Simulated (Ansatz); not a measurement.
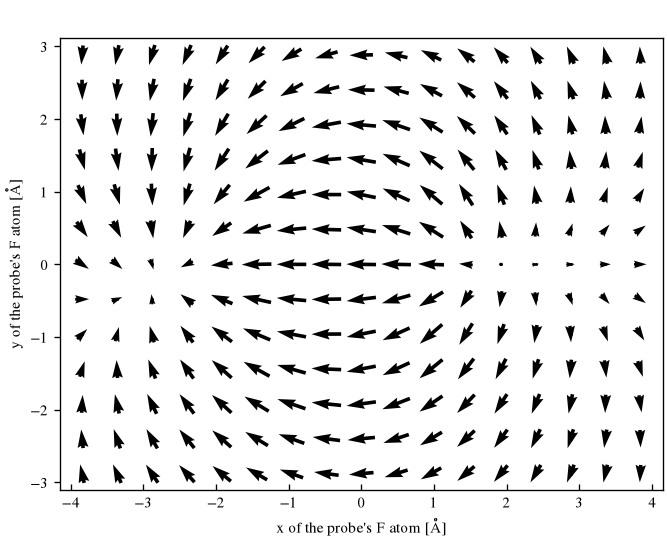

CHFO₃Si (SMILES O=C1O[Si]1(O)F) with the probe F-. 
- The probe is moved over a plane parallel to the molecule's main plane, 3.78 Å above it.
- Coordinates scanned: (1) x of the probe's F atom; (2) y of the probe's F atom.
- Nothing is relaxed (molecule and probe rigid).
- The grid has 17 × 13 points.
- The calculation used RHF/def2-SVPD in Ansatz.

The picture shows dots at the grid points, arrows along the force (downhill), their lengths compressed.

Q: The arrows alone are given. Where is the energy lowest?

A: The arrows converge at about x of the probe's F atom = −2.83 Å, y of the probe's F atom = −0.23 Å (read from the interpolated surface).

The energy map of the same scan:

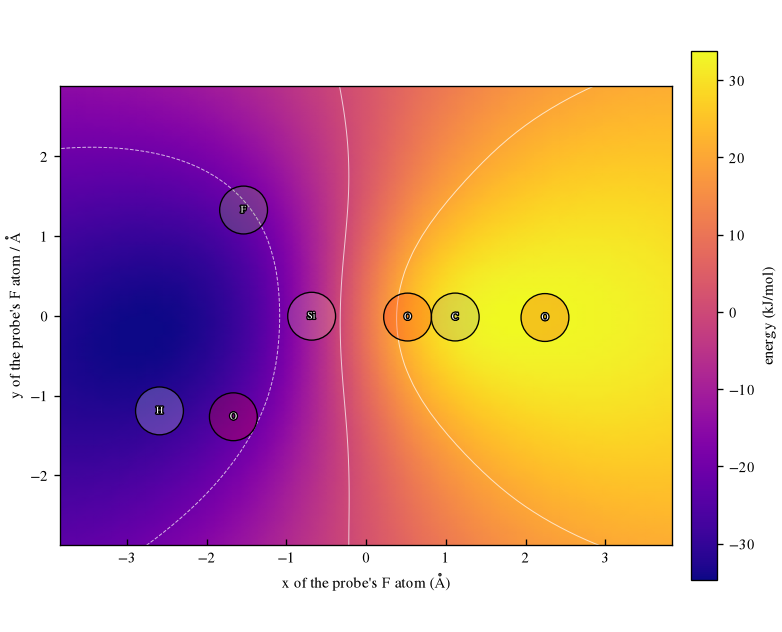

Energies are in kJ/mol, from molecule and probe far apart, each relaxed in its own basis (no counterpoise correction); between grid points the surface is interpolated.
